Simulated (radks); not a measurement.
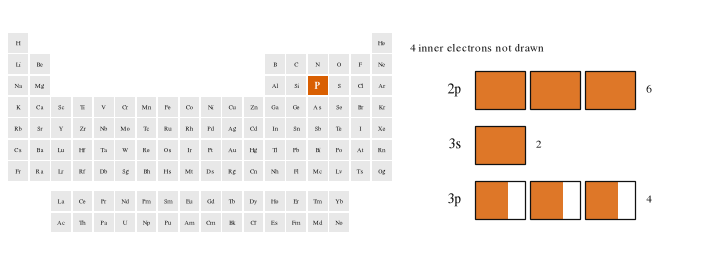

Figure 1. Left, the place of phosphorus in the periodic table; right, the outer shells as the input fills them: a box for each of the 2l + 1 orbitals, shaded by the share of the shell that is filled, with the electron count at the right.

# Run report: P⁻, atomic calculation

System: P⁻, configuration [Ne] 3s2 3p4.
Method: non-relativistic Kohn-Sham, LDA (Slater exchange, Perdew-Wang correlation), spin-polarised, spherical densities, point nucleus (radks).

Outcome:

| quantity | value |
| --- | --- |
| outcome | not converged |
| total energy | −340.031793 hartree |
| kinetic energy | 339.643479 hartree |
| electron–nucleus energy | −816.060941 hartree |
| Hartree energy | 158.461865 hartree |
| exchange–correlation energy | −22.076196 hartree |
| SCF iterations | 170 |
| hardware | 1 CPU thread, shared host |
| wall time | 1.4 s |

What went wrong:

The run did not meet its convergence test in 170 iterations, so its last values are not results.

The input:
```
Z 15
configuration [Ne] 3s2 3p4
relativity non-relativistic
functional lda,pw
spin polarised
nucleus point
```

Energies in input and log are in hartree, lengths in bohr.

Output:
```
1s      1   1.0000         -75.84534145
2s      1   1.0000          -6.11583654
2p      1   3.0000          -4.36405452
3s      1   1.0000          -0.33978639
3p      1   3.0000          -0.04382299
1s      2   1.0000         -75.83653861
2s      2   1.0000          -6.10567791
2p      2   3.0000          -4.35138239
3s      2   1.0000          -0.27757597
3p      2   1.0000           0.00823705
Etot -340.0317925444279
Ekin 339.6434788419888
Encl -816.0609411999442
Eh 158.46186549007504
Exc -22.07619567654759
err 0.13541702085208437
it 170
```
